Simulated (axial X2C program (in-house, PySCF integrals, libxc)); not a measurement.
# All-electron X2C curves of SrAl, part 1 of 2

Aim: find the lowest determinant of SrAl, scan the bond at several levels and fit the constants, once spin-free and once with spin–orbit coupling.

Program: an in-house X2C program for linear molecules on PySCF integrals. Level of theory: all-electron X2C, Sr dyall-cv3z, Al dyall-v3z. These are calculated values, not measurements.

## Step 1: The job

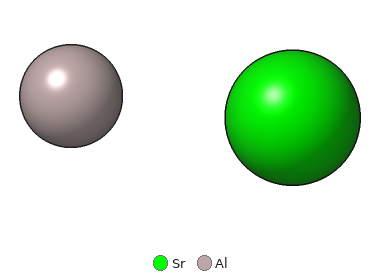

The two atoms at 3.110 Å (strontium green, aluminium light grey).

File task.json:

```json
{
 "zs": [
  38,
  13
 ],
 "q": 0,
 "bas": [
  "dyall-cv3z",
  "dyall-v3z"
 ],
 "levels": [
  "PBE0",
  "HF",
  "TPSS"
 ],
 "cc": true,
 "r0": 3.11,
 "thr": -2.0,
 "nmax": 90,
 "npts": 10,
 "nst": 2,
 "ntry": 6
}
```

Keys: zs atomic numbers; q charge; bas basis sets; levels methods (HF also brings MP2); cc coupled cluster on or off; r0 starting distance in Å; thr threshold in hartree for freezing inner shells (an s shell follows its p shell); nmax most natural virtual spinors; npts points asked for on the curve; nst determinants followed; ntry starts of the search.

On the command line:

```sh
python so2c.py task.json out
```

Spin-free means the one-electron spin-free X2C Hamiltonian; two-component (2c) means X2C with spin–orbit coupling and atomic mean-field two-electron Coulomb and Gaunt terms. Basis: Sr dyall-cv3z contracted to [13s12p8d5f1g], Al dyall-v3z contracted to [8s8p2d1f]; Gaussian nuclei, density fitting. Masses: Sr 87.906 u, Al 26.982 u.

Notation: σ, π±, δ± give the projection m of an orbital's angular momentum (0, ±1, ±2), α and β its spin, Λ and M_S the sums; ω is the projection of a spinor's total angular momentum and Ω the sum. Logs are in hartree.

The results follow Hamiltonian by Hamiltonian and level by level.

## Step 2: State search with PBE0

PBE0 moves the distance from 3.110 Å to 3.310 Å and compares determinants there.

Spin-free determinants:

```
ΔE (eV)             state                         open shells
   0.00  M_S = 1/2, Λ = 1           beyond closed shells: π+α
   0.41  M_S = 1/2, Λ = 0            beyond closed shells: σα
   0.54  M_S = 3/2, Λ = 0  beyond closed shells: σα, π+α, π-α
   0.57  M_S = 3/2, Λ = 1   beyond closed shells: 2 × σα, π+α
   0.75  M_S = 1/2, Λ = 0  beyond closed shells: σβ, π+α, π-α
   0.82  M_S = 1/2, Λ = 1   beyond closed shells: 2 × σα, π+β
   1.18  M_S = 1/2, Λ = 0  beyond closed shells: σα, π+β, π-α
```

Two-component determinants:

```tsv
ΔE (eV)	state	open shells
0.00	Ω = 1/2	excess of +ω over −ω: ω = 1/2
0.01	Ω = 3/2	excess of +ω over −ω: ω = 3/2
0.58	Ω = 5/2	excess of +ω over −ω: 2 × ω = 1/2, ω = 3/2
0.76	Ω = 1/2	excess of +ω over −ω: 2 × ω = -1/2, ω = 3/2
0.82	Ω = 3/2	excess of +ω over −ω: 3 × ω = 1/2
2.23	Ω = 5/2	excess of +ω over −ω: ω = 5/2
2.44	Ω = 7/2	excess of +ω over −ω: 2 × ω = 1/2, ω = 5/2
```

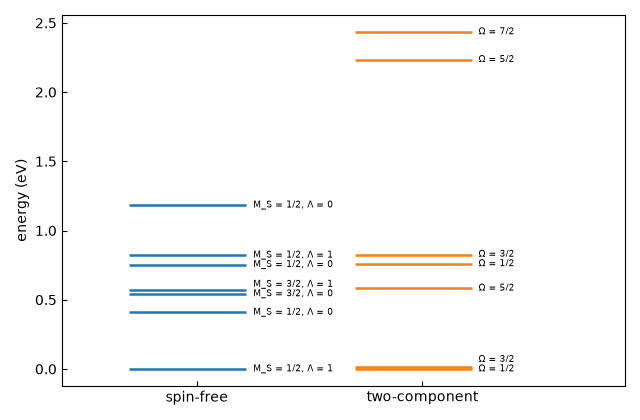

The determinants found, each set from its own lowest.

## Step 3: PBE0, spin-free

State followed: M_S = 1/2, Λ = 1 (beyond closed shells: π+α). The scan is laid around 3.310 Å, a first estimate of the minimum, and this SCF restarts from the orbitals of the search.

Output at 3.310 Å:

```text
spin-free X2C-1e  PBE0
basis functions 182  fitting functions 991  grid points 5087
iter        total energy     max residual
   1      -3421.694919427     1.36e-05
   2      -3421.694919488     1.45e-05
   3      -3421.694919502     8.50e-06
   4      -3421.694919512     3.86e-06
   5      -3421.694919518     3.39e-06
   6      -3421.694919526     1.65e-06
   7      -3421.694919528     9.20e-07
   8      -3421.694919528     2.05e-07
converged
one-electron -4892.93226667  Coulomb 1516.39820163  exact exchange -30.52425954  xc functional -93.61349592  nuclear repulsion 78.97690097
```

Along the bond, energies from the lowest point:

| R (Å) | E (eV) | μ (D) | HOMO (eV) | LUMO (eV) | iterations |
| --- | --- | --- | --- | --- | --- |
| 2.880 | 0.2676 | -2.58 | -3.96 | -2.56 | 15 |
| 3.012 | 0.1096 | -2.78 | -3.94 | -2.45 | 13 |
| 3.111 | 0.0426 | -2.91 | -3.85 | -2.38 | 13 |
| 3.211 | 0.0087 | -3.01 | -3.78 | -2.32 | 12 |
| 3.310 | 0.0000 | -3.10 | -3.72 | -2.26 | 8 |
| 3.426 | 0.0130 | -3.17 | -3.66 | -2.21 | 13 |
| 3.542 | 0.0432 | -3.21 | -3.61 | -2.17 | 13 |
| 3.691 | 0.0976 | -3.22 | -3.56 | -2.12 | 13 |
| 3.873 | 0.1748 | -3.17 | -3.53 | -2.11 | 13 |
| 4.138 | 0.2871 | -2.97 | -3.53 | -2.13 | 13 |

Dipoles are positive if Al is the positive end.

Outer orbitals at the reference distance:

```tsv
symmetry	occupied	ε (eV)	atomic character
π+α	yes	-24.93	100% Sr p
π+β	yes	-24.91	100% Sr p
π-β	yes	-24.91	100% Sr p
π-α	yes	-24.91	100% Sr p
σα	yes	-24.85	99% Sr p
σβ	yes	-24.79	99% Sr p
σα	yes	-8.87	77% Al s, 9% Sr p, 8% Sr s
σβ	yes	-7.77	78% Al s, 8% Sr s, 8% Sr p
σα	yes	-4.38	52% Al p, 38% Sr s, 5% Al s
σβ	yes	-4.15	70% Sr s, 15% Al p, 10% Sr p
π+α	yes	-3.72	75% Al p, 12% Sr d, 10% Sr p
π-α	no	-2.26	71% Al p, 14% Sr p, 13% Sr d
σα	no	-1.97	43% Sr s, 23% Al p, 19% Sr p
π+β	no	-1.55	58% Al p, 32% Sr p, 9% Sr d
π-β	no	-1.55	58% Al p, 32% Sr p, 9% Sr d
```

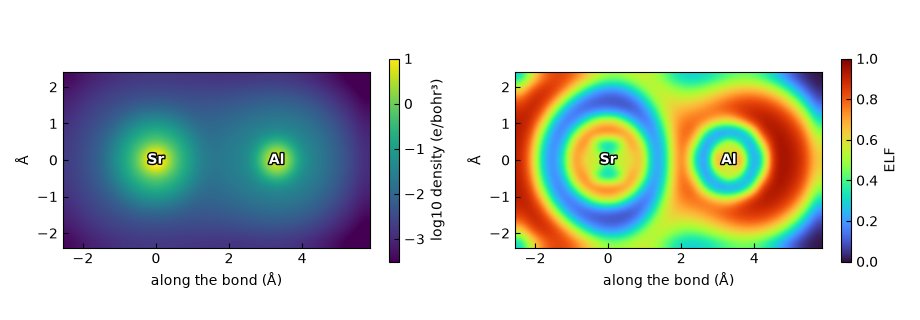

PBE0 fields in a plane through the axis, from a grid of 0.3 Å; Sr lies at z = 0 and Al at z = 3.310 Å; the ELF is damped to zero where the density is low.

Re = 3.302 Å, ωe = 159.3 cm⁻¹, ωexe = 0.948 cm⁻¹, Be = 0.0749 cm⁻¹, De = 0.610 eV, μ = -3.09 D. ⟨S²⟩ = 1.05 against 0.75 for a pure state, so this determinant mixes spins.

## Step 4: HF, spin-free

The SCF at the reference distance of 3.310 Å:

```text
spin-free X2C-1e  HF
basis functions 182  fitting functions 991  grid points 5087
iter        total energy     max residual
   1      -3419.654202233     2.29e-01
   2      -3419.676728021     3.97e-03
   3      -3419.679324545     2.89e-03
   4      -3419.680908764     2.11e-03
   5      -3419.682132684     1.54e-03
   6      -3419.683314260     8.30e-04
   7      -3419.683390564     4.83e-04
   8      -3419.683463798     1.39e-04
   9      -3419.683466101     5.60e-05
  10      -3419.683466440     2.81e-05
  11      -3419.683466585     1.86e-05
  12      -3419.683466605     6.94e-06
  13      -3419.683466610     2.93e-06
  14      -3419.683466611     1.32e-06
converged
one-electron -4891.87676801  Coulomb 1515.42557009  exact exchange -122.20916966  xc functional 0.00000000  nuclear repulsion 78.97690097
```

Re = 3.389 Å, ωe = 157.1 cm⁻¹, ωexe = 1.13 cm⁻¹, Be = 0.07111 cm⁻¹, De = 0.310 eV, μ = -3.83 D. ⟨S²⟩ = 1.55 against 0.75 for a pure state, so this determinant mixes spins.

## Step 5: TPSS, spin-free

Output at 3.310 Å:

```text
spin-free X2C-1e  TPSS
basis functions 182  fitting functions 991  grid points 5087
iter        total energy     max residual
   1      -3422.008305301     4.68e-02
   2      -3422.010020743     6.38e-03
   3      -3422.009951764     4.39e-03
   4      -3422.009921003     2.47e-03
   5      -3422.010185156     5.86e-04
   6      -3422.010205167     7.40e-05
   7      -3422.010206859     5.23e-05
   8      -3422.010207977     5.02e-05
   9      -3422.010208432     1.96e-05
  10      -3422.010208554     4.88e-06
  11      -3422.010208563     2.09e-06
  12      -3422.010208565     6.51e-07
converged
one-electron -4892.57313523  Coulomb 1516.01909834  exact exchange 0.00000000  xc functional -124.43307264  nuclear repulsion 78.97690097
```

Re = 3.288 Å, ωe = 165.2 cm⁻¹, ωexe = 0.838 cm⁻¹, Be = 0.07553 cm⁻¹, De = 0.642 eV, μ = -3.03 D. ⟨S²⟩ = 0.98 against 0.75 for a pure state, so this determinant mixes spins.

## Step 6: MP2 and beyond, spin-free

Correlated methods: 13 electrons correlated (frozen shells, counted by type: Sr 3 s, 2 p, 1 d; Al 2 s, 1 p), 235 virtual spinors in MP2, 90 natural virtuals in coupled cluster.

Output of the correlated part at 3.310 Å:

```text
correlated 13  virtual 235  natural virtual 90  E(MP2) -0.270389846  MP2 remainder -0.014781474
iter   CCSD correlation   residual
   1     -0.277627367   1.43e-01
   2     -0.286960878   6.45e-02
   3     -0.288061907   3.29e-02
   4     -0.288755793   2.14e-02
   5     -0.289241389   1.18e-02
   6     -0.289363656   5.36e-03
   7     -0.289393792   2.22e-03
   8     -0.289388533   9.03e-04
   9     -0.289387738   4.24e-04
  10     -0.289389804   1.51e-04
  11     -0.289390317   6.51e-05
  12     -0.289390683   2.64e-05
  13     -0.289390956   1.41e-05
  14     -0.289391134   7.62e-06
  15     -0.289391278   4.96e-06
  16     -0.289391375   3.10e-06
  17     -0.289391409   1.57e-06
  18     -0.289391424   8.54e-07
(T) -0.010537017  T1 0.0552  D1 0.1511  max T2 0.086
```

T1 in the output is the amplitude norm over the root of the electron number; divide by √2 for the Lee–Taylor value.

MP2: No constants are quoted: the reference is strongly spin-contaminated.

CCSD: Re = 3.366 Å, ωe = 140.2 cm⁻¹, ωexe = 2.08 cm⁻¹, Be = 0.07209 cm⁻¹, De = 0.255 eV. T1 at Re = 0.040 (Lee–Taylor, the printed value over √2).

CCSD(T): Re = 3.367 Å, ωe = 137.9 cm⁻¹, ωexe = 2.08 cm⁻¹, Be = 0.07203 cm⁻¹, De = 0.281 eV. T1 at Re = 0.040 (Lee–Taylor, the printed value over √2).

## Step 7: A higher determinant, spin-free

State: M_S = 1/2, Λ = 0 (beyond closed shells: σα).

Output at the reference distance:

```text
spin-free X2C-1e  PBE0
basis functions 182  fitting functions 991  grid points 5087
iter        total energy     max residual
   1      -3421.679907255     5.69e-06
   2      -3421.679907258     4.45e-06
   3      -3421.679907259     1.85e-06
converged
one-electron -4893.34804407  Coulomb 1516.83851558  exact exchange -30.52647910  xc functional -93.62080064  nuclear repulsion 78.97690097
```

| R (Å) | E above the lowest PBE0 point (eV) |
| --- | --- |
| 2.880 | 1.087 |
| 3.012 | 0.783 |
| 3.111 | 0.618 |
| 3.211 | 0.496 |
| 3.310 | 0.409 |
| 3.426 | 0.341 |
| 3.542 | 0.301 |
| 3.691 | 0.281 |
| 3.873 | 0.288 |

No constants are quoted: too few points lie around the minimum for a second fit to confirm the first.

## Step 8: The spin-free curves together

Energy (eV) of the followed determinant, spin-free, from each level's lowest point:

| R (Å) | PBE0 | HF | MP2 (spin-contaminated) | CCSD | CCSD(T) | TPSS |
| --- | --- | --- | --- | --- | --- | --- |
| 2.880 | 0.268 | 0.412 | 0.289 | n/a | n/a | 0.260 |
| 3.012 | 0.110 | 0.196 | 0.121 | 0.143 | 0.141 | 0.104 |
| 3.111 | 0.043 | 0.095 | 0.049 | 0.064 | 0.064 | 0.038 |
| 3.211 | 0.009 | 0.034 | 0.012 | 0.019 | 0.019 | 0.006 |
| 3.310 | 0.000 | 0.005 | 0.000 | 0.000 | 0.000 | 0.000 |
| 3.426 | 0.013 | 0.000 | 0.010 | 0.000 | 0.000 | 0.017 |
| 3.542 | 0.043 | 0.017 | 0.036 | 0.016 | 0.015 | 0.051 |
| 3.691 | 0.098 | 0.060 | 0.081 | 0.046 | 0.044 | 0.113 |
| 3.873 | 0.175 | 0.126 | 0.138 | n/a | n/a | 0.200 |
| 4.138 | 0.287 | 0.218 | 0.198 | n/a | n/a | 0.330 |

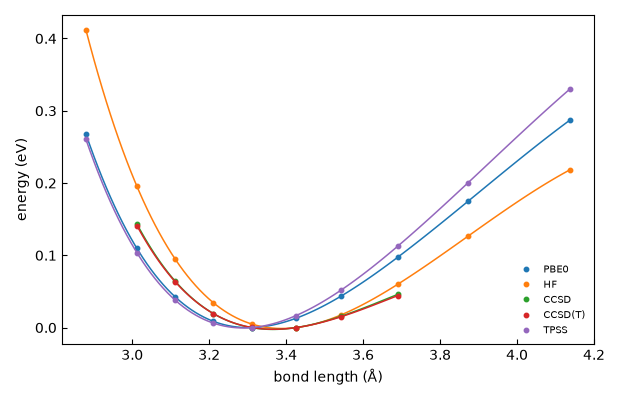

Curves of the followed state, spin-free, each from its own lowest point. Left out: MP2.

(Continued in part 2 of 2.)
